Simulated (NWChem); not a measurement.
**[BH4]− (SMILES [H][B-]([H])([H])[H]) at 5 levels**

We compute a comparison of 5 runs (HF/STO-3G, HF/def2-SVP, B3LYP/def2-SVP, B3LYP/6-31G*, MP2/6-31G) of [BH4]−. 

The calculation is run with NWChem 7.3.0.

**1. The system as given**

The species is [BH4]− (5 atoms), meant as a singlet with charge -1. SMILES: `[H][B-]([H])([H])[H]`. The shape is that of a GFN2-xTB optimisation.

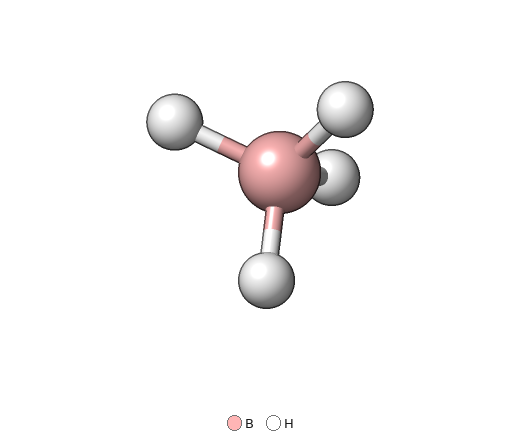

Viewed from a chosen angle; boron pink, hydrogen white.

**2. Energy and gradient at HF/STO-3G (run 1)**

Contents of m1.nw:

```
start m1
title "BH4 hf"
memory stack 880 mb heap 220 mb global 1100 mb
charge -1

geometry noautosym nocenter noautoz
B        0.000000      -0.000190      -0.000050
H        0.011880      -0.020580       1.229120
H        1.154650       0.011840      -0.420810
H       -0.587600       1.007810      -0.387560
H       -0.578930      -0.998880      -0.420690
end

basis "ao basis" spherical bse
* library STO-3G
end

scf
thresh 1e-08
maxiter 80
noprint "final vectors analysis"
end

task scf gradient
```

Command:

```
$ nwchem m1.nw > m1.out
```

Output:

```text
[...]
  functions       =     9
[...]
  wavefunction    = RHF
[...]
         Total SCF energy =    -26.547445363579
      One-electron energy =    -58.397148485315
      Two-electron energy =     21.657029207821
 Nuclear repulsion energy =     10.192673913916
        Time for solution =      0.0s
[...]
                         RHF ENERGY GRADIENTS
    atom               coordinates                        gradient
                 x          y          z           x          y          z
   1 B       0.000000  -0.000359  -0.000094    0.000010  -0.000326  -0.000152
   2 H       0.022450  -0.038891   2.322700    0.000278  -0.000485   0.028824
   3 H       2.181972   0.022374  -0.795216    0.026896   0.000297  -0.009816
   4 H      -1.110403   1.904485  -0.732382   -0.013769   0.023647  -0.009109
   5 H      -1.094019  -1.887609  -0.794989   -0.013414  -0.023133  -0.009747
[...]
```

Wall time 0.58 s (1 thread of AMD EPYC 9R45 (Zen 5), shared host); peak memory 0.1 GiB.

**3. Energy and forces at HF/def2-SVP (run 2)**

Contents of run.py:

```python
from ase import Atoms
from ase.calculators.nwchem import NWChem

molecule = Atoms('BHHHH', positions=[
    [0.000000, -0.000190, -0.000050],
    [0.011880, -0.020580, 1.229120],
    [1.154650, 0.011840, -0.420810],
    [-0.587600, 1.007810, -0.387560],
    [-0.578930, -0.998880, -0.420690],
])

calc = NWChem(
    label='test',
    theory='scf',
    memory='2200 mb',
    basis='def2-SVP',
    basispar='spherical bse',
    charge=-1,
    scf={'nopen': '0', 'rhf': None, 'thresh': '1e-08', 'maxiter': '80'},
)
molecule.calc = calc

forces = molecule.get_forces()
e = molecule.get_potential_energy()
print(f"E = {e:.6f} eV")
print("forces (eV/A):")
for s, f in zip(molecule.symbols, forces):
    print(f"{s:2s} {f[0]:10.5f} {f[1]:10.5f} {f[2]:10.5f}")
print("dipole (e A):", molecule.get_dipole_moment().round(4))
```

Command:

```
$ export ASE_NWCHEM_COMMAND="nwchem PREFIX.nwi > PREFIX.nwo"
$ python run.py
```

Output:

```text
E = -733.451608 eV
forces (eV/A):
B    -0.00046    0.01275    0.00668
H     0.00489   -0.00797    0.50137
H     0.47905    0.00458   -0.17401
H    -0.23988    0.41081   -0.15720
H    -0.24353   -0.42022   -0.17684
dipole (e A): [ 0.     -0.0004 -0.0002]
```

The calculator wrote test.nwi:

```
title "test"

permanent_dir test

scratch_dir test

start test

geometry units angstrom nocenter noautosym noautoz
  B  0.0000000000000000e+00 -1.9000000000000001e-04 -5.0000000000000002e-05
  H  1.1880000000000000e-02 -2.0580000000000001e-02 1.2291200000000000e+00
  H  1.1546500000000000e+00 1.1840000000000000e-02 -4.2081000000000002e-01
  H  -5.8760000000000001e-01 1.0078100000000001e+00 -3.8756000000000002e-01
  H  -5.7892999999999994e-01 -9.9887999999999999e-01 -4.2069000000000001e-01
end

charge -1

memory 2200 mb

basis spherical bse noprint
   * library def2-SVP
end

scf
  nopen 0
  rhf
  thresh 1e-08
  maxiter 80
end

task scf gradient
```

test.nwo:

```text
Northwest Computational Chemistry Package (NWChem) 7.3.0
             --------------------------------------------------------

           Job information
           ---------------

    nwchem branch   = 7.3.0
    use scalapack   = T
    input           = test.nwi
    prefix          = test.
    data base       = test/test.db
    status          = startup
    nproc           =        1

           Memory information
           ------------------

    heap     =     72089596 doubles =      550.0 Mbytes
    stack    =     72089601 doubles =      550.0 Mbytes
    global   =    144179200 doubles =     1100.0 Mbytes (distinct from heap & stack)
    total    =    288358397 doubles =     2200.0 Mbytes
    verify   = yes
    hardfail = no

[... 127 lines left out ...]
 Convergence threshold     :          1.000E-08
[... 12 lines left out ...]
       Final RHF  results
[... 3 lines left out ...]
      One-electron energy =    -57.752352792268
[... 1 line left out ...]
 Nuclear repulsion energy =     10.192673913916
[... 23 lines left out ...]
                       ROHF Final Molecular Orbital Analysis
[... 157 lines left out ...]
    atom               coordinates                        gradient
                 x          y          z           x          y          z
   1 B       0.000000  -0.000359  -0.000094    0.000009  -0.000248  -0.000130
   2 H       0.022450  -0.038891   2.322700   -0.000095   0.000155  -0.009750
   3 H       2.181972   0.022374  -0.795216   -0.009316  -0.000089   0.003384
   4 H      -1.110403   1.904485  -0.732382    0.004665  -0.007989   0.003057
   5 H      -1.094019  -1.887609  -0.794989    0.004736   0.008172   0.003439

                 ----------------------------------------
                 |  Time  |  1-e(secs)   |  2-e(secs)   |
                 ----------------------------------------
                 |  CPU   |       0.00   |       0.04   |
                 ----------------------------------------
                 |  WALL  |       0.00   |       0.04   |
                 ----------------------------------------

 Task  times  cpu:        0.3s     wall:        0.3s
 Total times  cpu:        0.3s     wall:        0.3s
```

It took 1.2 s on 1 thread of AMD EPYC 9R45 (Zen 5), shared host; peak memory 0.099 GiB.

Run 3 isn't shown in full; the table further down has it.

**4. Energy and forces at B3LYP/6-31G(d) (Cartesian functions) (run 4)**

Contents of run.py:

```python
from ase import Atoms
from ase.calculators.nwchem import NWChem

molecule = Atoms(['B', 'H', 'H', 'H', 'H'], positions=[
    [0.000000, -0.000190, -0.000050],
    [0.011880, -0.020580, 1.229120],
    [1.154650, 0.011840, -0.420810],
    [-0.587600, 1.007810, -0.387560],
    [-0.578930, -0.998880, -0.420690],
])

calc = NWChem(
    label='run',
    theory='dft',
    memory='2200 mb',
    basis='6-31G*',
    charge=-1,
    dft={'xc': 'b3lyp', 'mult': '1', 'grid': 'xfine', 'convergence': 'energy 1e-08', 'iterations': '100', 'mulliken': None},
)
molecule.calc = calc

forces = molecule.get_forces()
print(f"energy = {molecule.get_potential_energy():.6f} eV")
print("forces (eV/A):")
for s, f in zip(molecule.symbols, forces):
    print(f"{s:2s} {f[0]:10.5f} {f[1]:10.5f} {f[2]:10.5f}")
print("dipole (e A):", molecule.get_dipole_moment().round(4))
```

Command:

```
$ export ASE_NWCHEM_COMMAND="nwchem PREFIX.nwi > PREFIX.nwo"
$ python run.py
```

Output:

```text
energy = -741.425935 eV
forces (eV/A):
B    -0.00046    0.01219    0.00643
H     0.00231   -0.00360    0.23680
H     0.23006    0.00201   -0.08330
H    -0.11339    0.19386   -0.07384
H    -0.11853   -0.20451   -0.08603
dipole (e A): [ 0.     -0.0003 -0.0002]
```

The calculator wrote run.nwi:

```
title "run"

permanent_dir run

scratch_dir run

start run

geometry units angstrom nocenter noautosym noautoz
  B  0.0000000000000000e+00 -1.9000000000000001e-04 -5.0000000000000002e-05
  H  1.1880000000000000e-02 -2.0580000000000001e-02 1.2291200000000000e+00
  H  1.1546500000000000e+00 1.1840000000000000e-02 -4.2081000000000002e-01
  H  -5.8760000000000001e-01 1.0078100000000001e+00 -3.8756000000000002e-01
  H  -5.7892999999999994e-01 -9.9887999999999999e-01 -4.2069000000000001e-01
end

charge -1

memory 2200 mb

basis noprint
   * library 6-31G*
end

dft
  xc b3lyp
  mult 1
  grid xfine
  convergence energy 1e-08
  iterations 100
  mulliken
end

task dft gradient
```

run.nwo:

```text
Northwest Computational Chemistry Package (NWChem) 7.3.0
             --------------------------------------------------------

           Job information
           ---------------

    nwchem branch   = 7.3.0
    use scalapack   = T
    input           = run.nwi
    prefix          = run.
    data base       = run/run.db
    status          = startup
    nproc           =        1

           Memory information
           ------------------

    heap     =     72089596 doubles =      550.0 Mbytes
    stack    =     72089601 doubles =      550.0 Mbytes
    global   =    144179200 doubles =     1100.0 Mbytes (distinct from heap & stack)
    total    =    288358397 doubles =     2200.0 Mbytes
    verify   = yes
    hardfail = no

[... 96 lines left out ...]
  convergence criterion.
[... 39 lines left out ...]
          Spatial weights used:  Erf1
[... 74 lines left out ...]
         Total DFT energy =      -27.246900765270
[... 3 lines left out ...]
 Nuclear repulsion energy =       10.192673913916
[... 235 lines left out ...]
          Convergence on gradient requested:  5.00D-04
[... 26 lines left out ...]
          total energy or number of iterations.
[... 28 lines left out ...]
    atom               coordinates                        gradient
                 x          y          z           x          y          z
   1 B       0.000000  -0.000359  -0.000094    0.000009  -0.000237  -0.000125
   2 H       0.022450  -0.038891   2.322700   -0.000045   0.000070  -0.004605
   3 H       2.181972   0.022374  -0.795216   -0.004474  -0.000039   0.001620
   4 H      -1.110403   1.904485  -0.732382    0.002205  -0.003770   0.001436
   5 H      -1.094019  -1.887609  -0.794989    0.002305   0.003977   0.001673

                 ----------------------------------------
                 |  Time  |  1-e(secs)   |  2-e(secs)   |
                 ----------------------------------------
                 |  CPU   |       0.00   |       0.02   |
                 ----------------------------------------
                 |  WALL  |       0.00   |       0.02   |
                 ----------------------------------------

 Task  times  cpu:        2.0s     wall:        2.0s
 Total times  cpu:        2.0s     wall:        2.0s
```

Wall time 2.9 s (1 thread of AMD EPYC 9R45 (Zen 5), shared host); peak memory 0.12 GiB.

**5. Energy and gradient at MP2/6-31G (run 5)**

Contents of bh4.nw:

```
start bh4
memory stack 880 mb heap 220 mb global 1100 mb
charge -1

geometry units angstrom noautosym nocenter noautoz
   B        0.000000      -0.000190      -0.000050
   H        0.011880      -0.020580       1.229120
   H        1.154650       0.011840      -0.420810
   H       -0.587600       1.007810      -0.387560
   H       -0.578930      -0.998880      -0.420690
end

basis spherical bse
   * library 6-31G
end

scf
   thresh 1e-08
   maxiter 80
   noprint "final vectors analysis"
end

mp2
   freeze core 1
   tight
end

task mp2 gradient
```

Command:

```
$ nwchem bh4.nw > bh4.out
```

Output:

```text
[...]
  functions       =    17
[...]
  wavefunction    = RHF
[...]
         Total SCF energy =    -26.951655884127
      One-electron energy =    -57.841911952491
      Two-electron energy =     20.697582154447
 Nuclear repulsion energy =     10.192673913916
        Time for solution =      0.1s
[...]
          Total MP2 energy           -27.028637154642
[...]
                         mp2 ENERGY GRADIENTS
    atom               coordinates                        gradient
                 x          y          z           x          y          z
   1 B       0.000000  -0.000359  -0.000094    0.000009  -0.000247  -0.000130
   2 H       0.022450  -0.038891   2.322700   -0.000068   0.000109  -0.006982
   3 H       2.181972   0.022374  -0.795216   -0.006716  -0.000063   0.002436
   4 H      -1.110403   1.904485  -0.732382    0.003342  -0.005720   0.002185
   5 H      -1.094019  -1.887609  -0.794989    0.003432   0.005921   0.002491
[...]
```

Wall time 0.78 s (1 thread of AMD EPYC 9R45 (Zen 5), shared host); peak memory 0.1 GiB.

**6. All runs side by side**

```
run                               level  iteration cap  module  energy (Eh)  largest force (eV/Å)  wall time
  1                           HF/STO-3G             80     scf   -26.547445                 1.483     0.58 s
  2                         HF/def2-SVP             80     scf   -26.953850                 0.517      1.2 s
  3                      B3LYP/def2-SVP            100     dft   -27.233721                 0.460      3.9 s
  4  B3LYP/6-31G* (Cartesian functions)            100     dft   -27.246901                 0.252      2.9 s
  5                           MP2/6-31G             80     mp2   -27.028637                 0.375     0.78 s
```

**7. Outcome**

```
                                         quantity         value
                              run 5: total energy  -27.02864 Eh
run 5: correlation energy (1 core orbital frozen)     -77.0 mEh
                  run 5: largest force on an atom    0.375 eV/Å
```

**Reading.** In run 1 the basis is minimal, so the values are rough. All runs together took 9.4 s, the longest 3.9 s.
